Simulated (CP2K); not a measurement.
Consider pyrazine at its PBE geometry (Å).

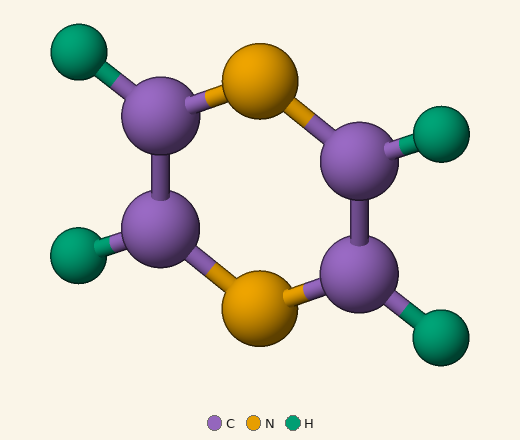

The molecule (carbon purple, nitrogen orange, hydrogen teal).

```xyz
10

C     1.1064   -0.7467    0.0406
C     1.1654    0.6503    0.0178
N     0.0595    1.4113   -0.0255
C    -1.1064    0.7467   -0.0406
C    -1.1654   -0.6503   -0.0178
N    -0.0595   -1.4113    0.0255
H     2.0170   -1.3502    0.0705
H     2.1263    1.1705    0.0353
H    -2.0170    1.3502   -0.0705
H    -2.1263   -1.1705   -0.0353
```

Method: CP2K XAS_TDP, all-electron GAPW, PBEh(45%), aug-cc-pVDZ, TDA, GW2X-corrected core level, no relativity.

**Question.** Predict the bright core excitations at the C K edge.

Leading lines: C1 287.33 eV. The leading line of an atom is its first one with 35 % of the strongest within 2.5 eV of its lowest line over the strength cut. Core ionisation energies at this level: C1 293.14 eV.

The first six lines of each atom with a strength over 0.0015:

```
                              atom  energy (eV)  states  strength, one atom  above the computed threshold
C1 (bonded to C, N and H), 4 alike       287.33       1              0.0511                              
                                         289.07       1              0.0037                              
                                         291.11       1              0.0123                              
                                         292.18       1              0.0027                              
                                         292.75       2              0.0067                              
                                         293.34       1              0.0041                           yes
```

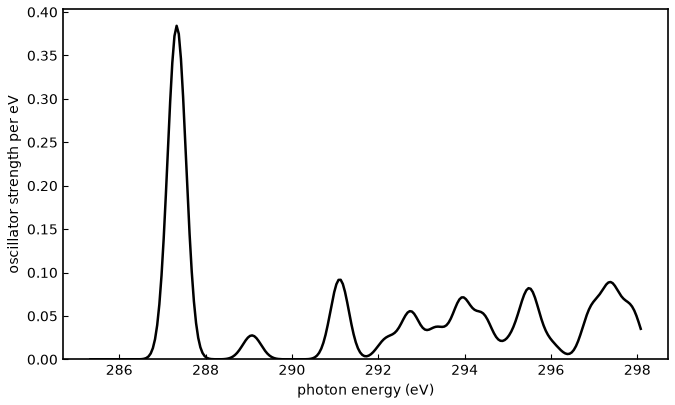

All atoms added, broadened by 0.5 eV.

Lines are vertical, at one geometry, with no vibrational structure. GW2X ionisation energies and lines can be off by 1 to 2 eV either way, and a good line position may hide errors that cancel. These values hold no scalar relativity, about 0.1 eV for C 1s. Rydberg lines, and the discretised continuum above threshold, depend on the basis and the box.

[Banner, clock and machine lines of the logs are left out without a mark of their own.]

[Logs are printed without paths, hosts, clocks, repeated set-up lines and the standing remarks that a program may print on its own settings, such as how far it seeks lower states.]

[Hosts, paths, dates, database ids (printed as entryN), source tags and the programs' standing remarks are cut or masked in the printed files.]
